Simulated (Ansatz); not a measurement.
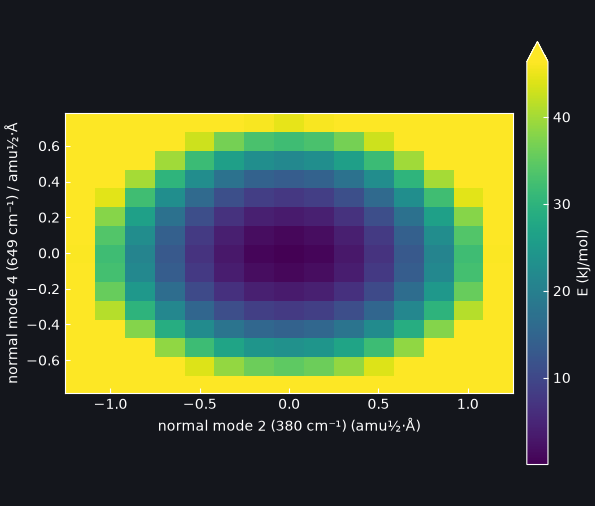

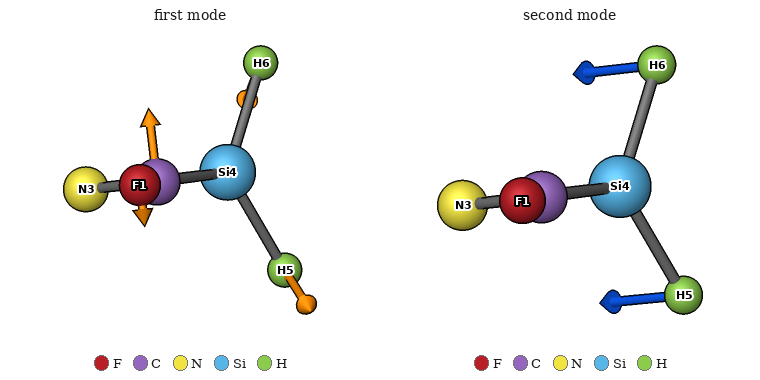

Energy landscape of CH₂FNSi, SMILES FC1=N[SiH2]1. 
- Coordinates scanned: (1) normal mode 2 (380 cm⁻¹); (2) normal mode 4 (649 cm⁻¹).
- Nothing is relaxed (straight displacements along the two mass-weighted modes).
- Grid: 15 × 15 points; 120 points were computed and 105 follow by symmetry.
- Points are written as (first, second).
- Energies are in kJ/mol, from the relaxed molecule at the same level.
- Level of theory: RKS PBE0-D4/def2-TZVP in Ansatz.

Drawn: one coloured cell a grid point, one colour for all values above the top of the scale. The second picture is the structure at the lowest point

Where are the wells?

Answer. The lowest grid point is at (0.000 amu½·Å, 0.000 amu½·Å), 0 kJ/mol from the relaxed molecule at the same level. It is the only kind of minimum in the scanned range. The highest grid point, (−1.171 amu½·Å, 0.734 amu½·Å), lies 111 kJ/mol above the lowest.

The whole map (120 points run) took 9.5 min on 1 thread of Arm Neoverse V2, with other jobs on the host.
